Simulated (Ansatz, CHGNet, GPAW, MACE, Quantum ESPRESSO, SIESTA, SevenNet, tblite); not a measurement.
# SIESTA runs on Ru(0001) slab (54 atoms), part 2 of 2

Wanted: SIESTA inputs and outputs for Ru(0001) slab (54 atoms), checked against a plane-wave reference.

Program: SIESTA 5.4.2; the method stands at each step. Banners, paths, timers and routine set-up lines are dropped from the logs unmarked, and long logs keep their key lines alone; longer cuts are marked. The potentials were converted by us to PSML.

So far. Step 2 (PBE, DZP, shift 0.01 Ry, mesh 300 Ry): Forces lie 17 % from the reference's, at 0.44 times its CPU time (on 2 against 4 cores). Step 3 (PBE, TZP, shift 0.01 Ry, mesh 300 Ry): Against the first run (17 %), the force difference from the reference is 13 %, at 1.5 times the CPU time, with 1350 basis functions against 1026: the larger basis brings the forces nearer.

## Step 4: PBE, SZP, shift 0.01 Ry, mesh 300 Ry

Method: Kohn-Sham DFT, PBE, PseudoDojo 0.4.1 norm-conserving pseudopotentials (converted to PSML), numerical atomic orbitals (SZP), diagonalisation.

input.fdf

```
SystemLabel cell
NumberOfAtoms 54
NumberOfSpecies 1
%block ChemicalSpeciesLabel
  1 44 Ru
%endblock ChemicalSpeciesLabel
LatticeConstant 1.0 Ang
%block LatticeVectors
  8.11800 0.00000 0.00000
  4.05900 7.03039 0.00000
  0.00000 0.00000 22.70500
%endblock LatticeVectors
PAO.BasisSize SZP
PAO.EnergyShift 0.01 Ry
XC.Functional GGA
XC.Authors PBE
MeshCutoff 300 Ry
%block kgrid_Monkhorst_Pack
  1 0 0 0.0
  0 1 0 0.0
  0 0 1 0.0
%endblock kgrid_Monkhorst_Pack
SolutionMethod diagon
OccupationFunction FD
ElectronicTemperature 580 K
SCF.Mixer.Method Pulay
SCF.Mixer.Weight 0.05
SCF.Mixer.History 8
SCF.Mix Hamiltonian
MaxSCFIterations 300
SCF.DM.Tolerance 1e-04
SCF.H.Tolerance 1.0e-3 eV
WriteForces T
Write.HirshfeldPop T
Write.VoronoiPop T
Write.DM F
Write.H F
XML.Write F
AtomicCoordinatesFormat Fractional
%block AtomicCoordinatesAndAtomicSpecies
[... 54 atom lines left out: the same atoms as in the first run ...]
%endblock AtomicCoordinatesAndAtomicSpecies
```

On the command line:

```sh
$ OMP_NUM_THREADS=1 siesta < input.fdf > output.txt
```

The log of the run:

```text
Version         : 5.4.2
reinit: System Name:
reinit: System Label: cell
initatom: Reading input for the pseudopotentials and atomic orbitals ----------
Species number:   1 Atomic number:   44 Label: Ru
Ground state valence configuration (from tables):   5s01  5p00  4d07  4f00
---- Processing specs for species: Ru
GGA--PBE XC_GGA_X_PBE--XC_GGA_C_PBE pb
Semicore shell(s) with  8 electrons included in the valence for Ru
Semicore shell(s): 4s 4p
Fallback to non-perturbative polarization scheme for Ru
Please see the manual if this is not desired in principle
[... lines left out ...]
stepf: Fermi-Dirac step function
        iscf     Eharris(eV)        E_KS(eV)     FreeEng(eV)     dDmax    Ef(eV) dHmax(eV)
[... lines left out ...]
SCF Convergence by DM+H criterion
[... lines left out ...]
SCF cycle converged after 29 iterations
[... lines left out ...]
   Max    1.489287
[... lines left out ...]
   Max    1.489287    constrained
Stress tensor Voigt[x,y,z,yz,xz,xy] (kbar):     -175.78     -176.89       37.75        0.18        1.94       -0.40
[... lines left out ...]
siesta: FreeEng =   -148409.877727
[... lines left out ...]
siesta:         Corr. =   -1558.110353
siesta:   Exch.-corr. =  -25045.909364
siesta:  Ion-electron = -947946.898480
siesta:       Ion-ion =  329556.564510
siesta:         Total = -148408.842316
siesta:         Fermi =      -3.629569
siesta: Stress tensor (static) (eV/Ang**3):
siesta:    -0.109711   -0.000247    0.001208
siesta:    -0.000247   -0.110406    0.000114
siesta:     0.001208    0.000114    0.023559
siesta: Cell volume =       1295.835790 Ang**3
siesta: Pressure (static):
siesta:                Solid            Molecule  Units
siesta:           0.00071360          0.00083477  Ry/Bohr**3
siesta:           0.06551933          0.07664513  eV/Ang**3
siesta:         104.97354346        122.79903606  kBar
    Orbital volume contribution        =          42.348156 eV
    (Free)E + p_basis*V_orbitals       =     -148367.529571 eV
    (Free)Eharris+ p_basis*V_orbitals  =     -148367.529565 eV
siesta: Electric dipole (a.u.)  =   -0.000000    0.000000   -0.001677
siesta: Electric dipole (Debye) =   -0.000000    0.000000   -0.004262
Hirshfeld Atomic Populations:
Atom #   charge [q] valence [e]  Species
     1    -0.005995   16.005995  Ru
     2     0.004959   15.995041  Ru
     3    -0.000636   16.000636  Ru
[...]
--------------------
 Total    -0.000063
Voronoi Atomic Populations:
Atom #   charge [q] valence [e]  Species
[...]
53     0.008852   15.991148  Ru
    54    -0.017227   16.017227  Ru
--------------------
 Total    -0.000065
```

It took 4.8 min on 1 thread of Arm Neoverse V1, shared host; peak memory 0.85 GiB.

Against the reference:

```yaml
r_m_s_force_component: 0.5251 eV/Å
r_m_s_difference_of_force_components: 138.6 meV/Å
longest_difference_of_force_vectors: 433.3 meV/Å
force_difference_over_r_m_s_force: 25.28 %
slope_of_forces_against_the_reference_s: 0.927
correlation_of_force_components: 0.9676
```

This is a coarse setting, run to see what it loses.

Against the first run (17 %), the force difference from the reference is 25 %, at 0.79 times the CPU time (on 1 against 2 cores), with 702 basis functions against 1026: the smaller basis costs accuracy.

## Step 5: PBE, DZP, shift 0.01 Ry, mesh 100 Ry

Method: Kohn-Sham DFT, PBE, PseudoDojo 0.4.1 norm-conserving pseudopotentials (converted to PSML), numerical atomic orbitals (DZP), diagonalisation.

input.fdf: that of step 4 with these lines changed.

```diff
@@ -12,3 +12,3 @@
 %endblock LatticeVectors
-PAO.BasisSize SZP
+PAO.BasisSize DZP
 PAO.EnergyShift 0.01 Ry
@@ -16,3 +16,3 @@
 XC.Authors PBE
-MeshCutoff 300 Ry
+MeshCutoff 100 Ry
 %block kgrid_Monkhorst_Pack
```

On the command line:

```sh
$ OMP_NUM_THREADS=1 mpirun -np 2 siesta < input.fdf > output.txt
```

The log of the run:

```text
Version         : 5.4.2
reinit: System Name:
reinit: System Label: cell
initatom: Reading input for the pseudopotentials and atomic orbitals ----------
Species number:   1 Atomic number:   44 Label: Ru
Ground state valence configuration (from tables):   5s01  5p00  4d07  4f00
---- Processing specs for species: Ru
GGA--PBE XC_GGA_X_PBE--XC_GGA_C_PBE pb
[... lines left out ...]
        iscf     Eharris(eV)        E_KS(eV)     FreeEng(eV)     dDmax    Ef(eV) dHmax(eV)
[... lines left out ...]
SCF Convergence by DM+H criterion
[... lines left out ...]
SCF cycle converged after 26 iterations
[... lines left out ...]
   Max    1.337586
[... lines left out ...]
   Max    1.337586    constrained
Stress tensor Voigt[x,y,z,yz,xz,xy] (kbar):     -134.94     -133.71       58.22        0.25        1.69       -2.69
[... lines left out ...]
siesta: FreeEng =   -148425.692513
[... lines left out ...]
siesta:         Fermi =      -3.593126
[... lines left out ...]
siesta:                Solid            Molecule  Units
siesta:           0.00047682          0.00064226  Ry/Bohr**3
siesta:           0.04377925          0.05896931  eV/Ang**3
siesta:          70.14209569         94.47925773  kBar
    Orbital volume contribution        =          51.128781 eV
    (Free)E + p_basis*V_orbitals       =     -148374.563732 eV
    (Free)Eharris+ p_basis*V_orbitals  =     -148374.563715 eV
siesta: Electric dipole (a.u.)  =    0.000000   -0.000000    0.011351
siesta: Electric dipole (Debye) =    0.000000   -0.000000    0.028851
Hirshfeld Atomic Populations:
Atom #   charge [q] valence [e]  Species
     1    -0.007390   16.007390  Ru
     2     0.005306   15.994694  Ru
     3    -0.000853   16.000853  Ru
[...]
--------------------
 Total    -0.000223
Voronoi Atomic Populations:
Atom #   charge [q] valence [e]  Species
[...]
53     0.007090   15.992910  Ru
    54    -0.009954   16.009954  Ru
--------------------
 Total    -0.000044
```

Wall time 59 s (2 MPI ranks); peak memory 0.59 GiB.

Compared with the plane-wave run:

```yaml
r_m_s_force_component: 0.5226 eV/Å
r_m_s_difference_of_force_components: 96.7 meV/Å
longest_difference_of_force_vectors: 295.7 meV/Å
force_difference_over_r_m_s_force: 17.64 %
slope_of_forces_against_the_reference_s: 0.939
correlation_of_force_components: 0.9848
energy_less_the_same_level_run_s: -18.99 meV/atom
r_m_s_force_difference_from_the_same_level_run: 24.23 meV/Å
```

This is a coarse setting, run to see what it loses.

Against the first run (17 %), the force difference from the reference is 18 %, at 0.32 times the CPU time: the change moves forces by 24 meV/Å r.m.s., so most of the difference comes from elsewhere.

## Step 6: BLYP, PBE potentials, DZP, shift 0.01 Ry, mesh 300 Ry

Method: Kohn-Sham DFT, BLYP, PseudoDojo 0.4.1 norm-conserving pseudopotentials (converted to PSML), numerical atomic orbitals (DZP), diagonalisation.

input.fdf: that of step 5 with these lines changed.

```diff
@@ -15,4 +15,4 @@
 XC.Functional GGA
-XC.Authors PBE
-MeshCutoff 100 Ry
+XC.Authors BLYP
+MeshCutoff 300 Ry
 %block kgrid_Monkhorst_Pack
```

The log of the run:

```text
Version         : 5.4.2
reinit: System Name:
reinit: System Label: cell
initatom: Reading input for the pseudopotentials and atomic orbitals ----------
Species number:   1 Atomic number:   44 Label: Ru
Ground state valence configuration (from tables):   5s01  5p00  4d07  4f00
---- Processing specs for species: Ru
GGA--PBE XC_GGA_X_PBE--XC_GGA_C_PBE pb
[... lines left out ...]
        iscf     Eharris(eV)        E_KS(eV)     FreeEng(eV)     dDmax    Ef(eV) dHmax(eV)
[... lines left out ...]
SCF Convergence by DM+H criterion
[... lines left out ...]
SCF cycle converged after 28 iterations
[... lines left out ...]
   Max    1.411437
[... lines left out ...]
   Max    1.411437    constrained
Stress tensor Voigt[x,y,z,yz,xz,xy] (kbar):     -216.22     -217.05      -12.29        0.39        1.88       -0.20
[... lines left out ...]
siesta: FreeEng =   -148247.540915
[... lines left out ...]
siesta:         Fermi =      -3.341751
[... lines left out ...]
siesta:                Solid            Molecule  Units
siesta:           0.00100962          0.00101752  Ry/Bohr**3
siesta:           0.09269932          0.09342420  eV/Ang**3
siesta:         148.52068417        149.68206575  kBar
    Orbital volume contribution        =          50.270457 eV
    (Free)E + p_basis*V_orbitals       =     -148197.270459 eV
    (Free)Eharris+ p_basis*V_orbitals  =     -148197.270432 eV
siesta: Electric dipole (a.u.)  =    0.000000   -0.000000    0.006237
siesta: Electric dipole (Debye) =    0.000000   -0.000000    0.015853
Hirshfeld Atomic Populations:
Atom #   charge [q] valence [e]  Species
     1    -0.006696   16.006696  Ru
     2     0.004996   15.995004  Ru
     3    -0.001084   16.001084  Ru
[...]
--------------------
 Total    -0.000030
Voronoi Atomic Populations:
Atom #   charge [q] valence [e]  Species
[...]
53     0.008632   15.991368  Ru
    54    -0.017651   16.017651  Ru
--------------------
 Total    -0.000032
```

The job ended after 3.2 min (2 MPI ranks; peak memory 1.2 GiB).

Compared with the plane-wave run:

```
r.m.s. force component                  : 0.4415 eV/Å
r.m.s. difference of force components   : 267.7 meV/Å
longest difference of force vectors     : 876.1 meV/Å
force difference over r.m.s. force      : 48.83 %
slope of forces against the reference's : 0.7052
correlation of force components         : 0.8755
```

Against the first run (17 %), the force difference from the reference is 49 %, at 1.0 times the CPU time; the model has changed, so this is no error of the program alone.

## Step 7: The ladder

Differences are against the plane-wave reference, forces as r.m.s. over components; share is that over the reference's r.m.s. force, slope the least-squares factor from reference forces to these. Total energies of different programs have different zeros and aren't compared.

| run | Δ force, r.m.s. (meV/Å) | share (%) | slope | cores | CPU time | memory (GiB) |
| --- | --- | --- | --- | --- | --- | --- |
| reference | - | - | - | 4 | 14 min | 1.8 |
| SIESTA PBE, DZP, shift 0.01 Ry, mesh 300 Ry | 91.8 | 16.7 | 0.936 | 2 | 6.1 min | 1.2 |
| SIESTA PBE, TZP, shift 0.01 Ry, mesh 300 Ry | 69.8 | 12.7 | 0.959 | 2 | 9.3 min | 1.4 |
| SIESTA PBE, SZP, shift 0.01 Ry, mesh 300 Ry (coarse) | 139 | 25.3 | 0.927 | 1 | 4.8 min | 0.85 |
| SIESTA PBE, DZP, shift 0.01 Ry, mesh 100 Ry (coarse) | 96.7 | 17.6 | 0.939 | 2 | 2 min | 0.59 |
| SIESTA BLYP, PBE potentials, DZP, shift 0.01 Ry, mesh 300 Ry | 268 | 48.8 | 0.705 | 2 | 6.3 min | 1.2 |

Rows marked coarse were listed beforehand as settings not expected to be converged; some can still land near the reference.

CPU time is summed over cores on a shared host, where runs went side by side, so it is rough. Symmetry, cutoffs, thresholds, outputs and thread counts weren't matched or tuned between programs; memory under MPI is the largest rank's times the ranks.

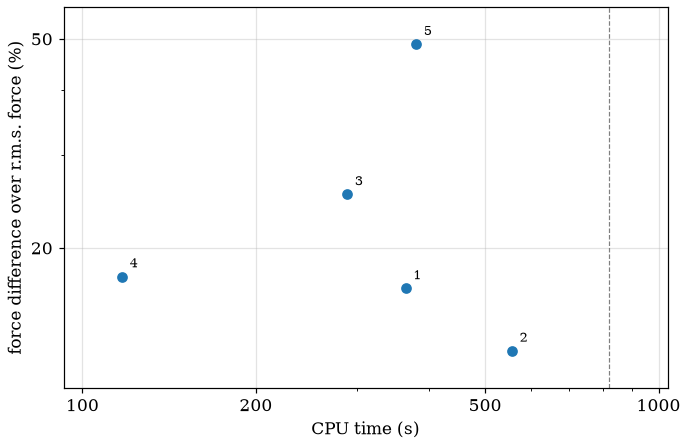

Force difference against CPU time; the dashed line marks the reference's time. Points: 1 SIESTA PBE, DZP, shift 0.01 Ry, mesh 300 Ry; 2 SIESTA PBE, TZP, shift 0.01 Ry, mesh 300 Ry; 3 SIESTA PBE, SZP, shift 0.01 Ry, mesh 300 Ry; 4 SIESTA PBE, DZP, shift 0.01 Ry, mesh 100 Ry; 5 SIESTA BLYP, PBE potentials, DZP, shift 0.01 Ry, mesh 300 Ry.

Within one program, basis, potentials and functional, energies share a zero. Each run against its twin at the usual cutoff or grid and solver:

| run | twin | Δ energy (meV/atom) | Δ force, r.m.s. (meV/Å) | CPU time over the twin's |
| --- | --- | --- | --- | --- |
| SIESTA PBE, DZP, shift 0.01 Ry, mesh 100 Ry | DZP, shift 0.01 Ry, mesh 300 Ry | -19.0 | 24.2 | 0.32 |

## Step 8: Outcome

| Quantity | Value |
| --- | --- |
| nearest in forces | SIESTA PBE, TZP, shift 0.01 Ry, mesh 300 Ry, 13 % |
| its CPU time | 9.3 min |

In words: The PBE runs in local orbitals, coarse settings apart, differ by 13 % (SIESTA PBE, TZP, shift 0.01 Ry, mesh 300 Ry) to 17 % (SIESTA PBE, DZP, shift 0.01 Ry, mesh 300 Ry); basis, grid and potentials can all enter. Rows with another functional or a dispersion term differ by 49 % (SIESTA BLYP, PBE potentials, DZP, shift 0.01 Ry, mesh 300 Ry), which mixes the change of model with differences of basis and potentials, some of them made for another functional. Runs with settings chosen to be coarse differ by 18 % (SIESTA PBE, DZP, shift 0.01 Ry, mesh 100 Ry) to 25 % (SIESTA PBE, SZP, shift 0.01 Ry, mesh 300 Ry), their programs' other errors included. Of the electronic-structure runs that take under half the reference's CPU time, SIESTA PBE, DZP, shift 0.01 Ry, mesh 300 Ry comes nearest, at 17 % in 6.1 min against 14 min. The electronic-structure runs sample only Γ, in a cell whose shortest periodic width is 7 Å, which is coarse for a cell with partly filled levels.

[Also dropped from logs without a mark: logging warnings of Python, and SIESTA's first energy breakdown and zero terms.]

[Logs are printed without paths, hosts, clocks, repeated set-up lines and the standing remarks that a program may print on its own settings, such as how far it seeks lower states.]

[Hosts, paths, dates, database ids (printed as entryN), source tags and the programs' standing remarks are cut or masked in the printed files.]
